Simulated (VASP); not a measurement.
Energy against volume of CsCl (CsCl type). Computed with PW91 GGA, VASP's PBE PAW potentials (set 64) (plane waves; VASP).

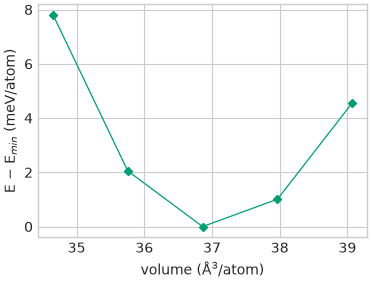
Figure: Energy against volume

Question: Estimate the equilibrium volume and the bulk modulus.

Answer: The minimum lies near 37.0 Å³/atom, and the curvature gives B0 of about 14 GPa.

The compound is CsCl in the CsCl type structure. It was relaxed first, which changed the volume by +6 %.
